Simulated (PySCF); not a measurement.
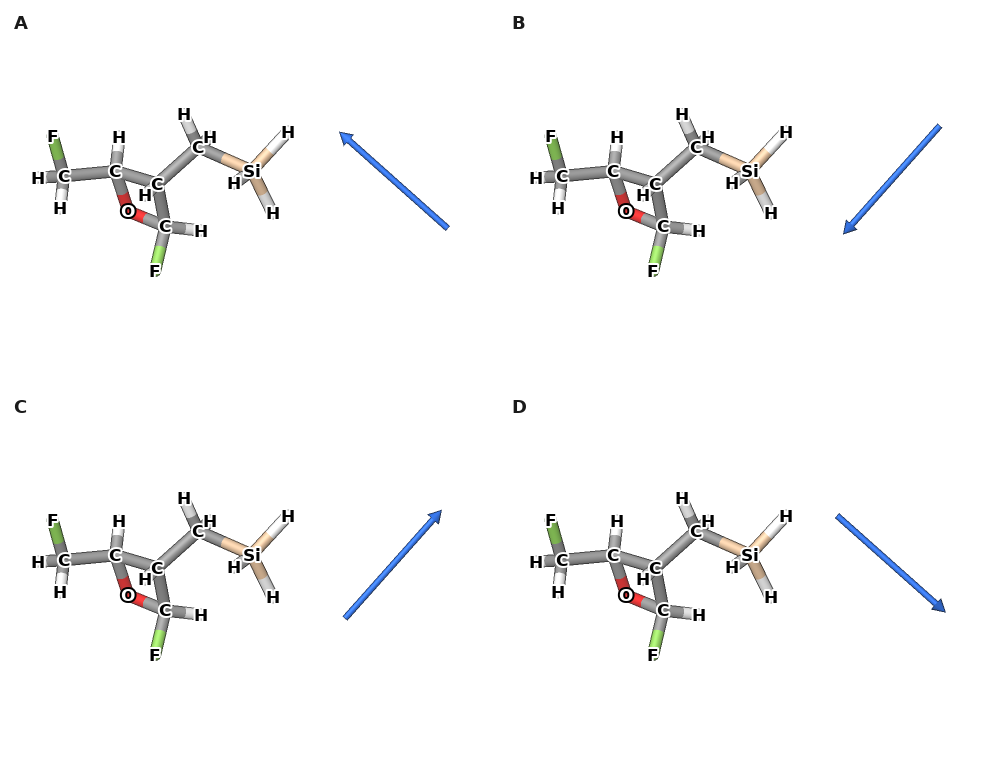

The same molecule four times, each with an arrow. The computed structure is the end point of a GFN2-xTB optimisation. No frequency run is at hand to confirm it as a minimum. Level of theory: PBE0/pcSseg-1, gas phase (PySCF 2.14.0).

**Which arrow points along the dipole moment, from the negative to the positive end?**

C. The dipole moment is 1.71 D.

The geometry is semi-empirical. Around Si such bond lengths and angles can be off by a tenth of an ångström or more and by several degrees, and values that hang on the shape move with them.
